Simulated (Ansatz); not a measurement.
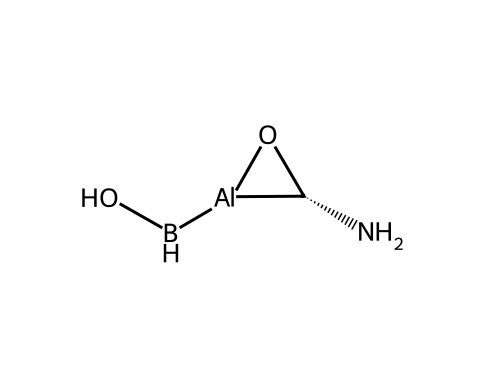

Structural formula above. The geometry was computed by an optimisation with PBE-D4/def2-SVP. No frequency run is at hand to confirm it as a minimum.

Describe the 3D structure.

Formula CH₅AlBNO₂. As SMILES it reads `N[C@H]1[O][Al]1[BH]O`. Among its groups: primary amine, B–H bond. This geometry has C1 symmetry. Coordination, clear cases only: 1 N trigonal pyramidal; 1 Al T-shaped; 1 B trigonal planar; 1 O bent.

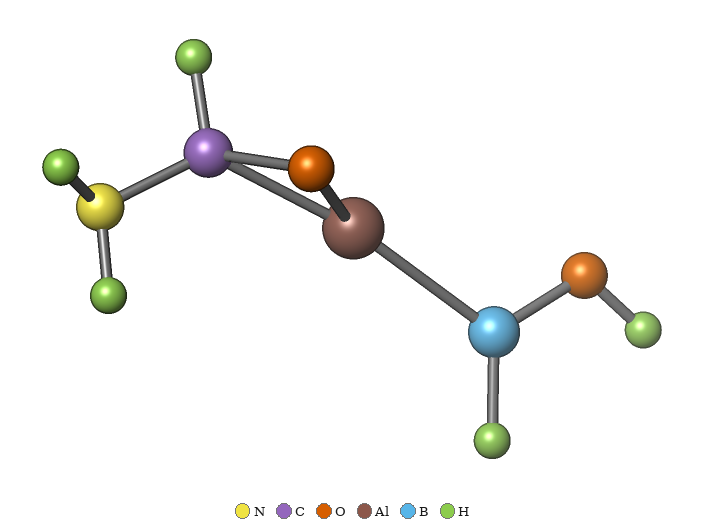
